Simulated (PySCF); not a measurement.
# C6H8Ge (phenylgermane): the cost of one run

Computed with PySCF 2.14.0, with density-fitted response routines of our own, on a single molecule, in the gas phase or a continuum. Atoms count from 0, in the outputs and in this text.

### 1 The molecule as given

15 atoms, charge 0, multiplicity 1; geometry from: GFN2-xTB. The atoms were then displaced at random by about 0.01 Å, so the start is not that level's minimum.

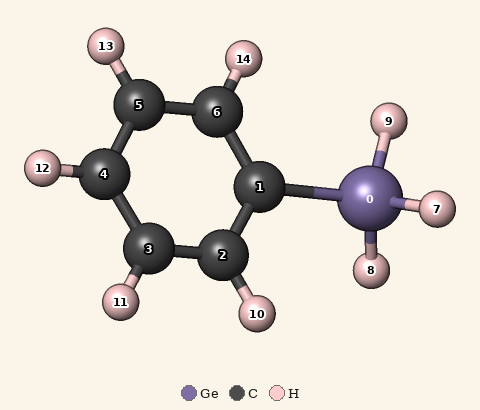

As it starts; germanium purple, carbon dark grey, hydrogen pink, atoms numbered.

### 2 Geometry optimisation at PBE0-D3(BJ)/def2-TZVP

What the job is given:

```
{"job": {"xc": "PBE0", "basis": "def2-TZVP", "d3": "d3bj", "grid": 2, "shake": 0.01, "kind": "geom"}, "charge": 0, "multiplicity": 1}
Ge     2.515340    -0.317970    -0.043790
C      0.552710    -0.056410    -0.014320
C     -0.297790    -1.162260     0.057420
C     -1.618450    -1.008020     0.089070
C     -2.212600     0.249850     0.029980
C     -1.392750     1.373380    -0.039420
C     -0.004610     1.210680    -0.062960
H      3.031090    -0.789930     1.256450
H      2.889380    -1.296220    -1.058800
H      3.184480     0.993380    -0.343310
H      0.149950    -2.153390     0.112740
H     -2.284200    -1.879530     0.158660
H     -3.311810     0.385960     0.049300
H     -1.838560     2.360730    -0.072440
H      0.622490     2.072370    -0.125820
```

The run is started by

```bash
$ OMP_NUM_THREADS=2 python probes_run.py task.json out
```

The driver reads the jobs from task.json and runs them one after another.

**Question.** How long does this first job take on 2 threads of AMD EPYC, shared host, and how much memory does it need?

About 5.7 min, with a peak of 1.7 GiB.
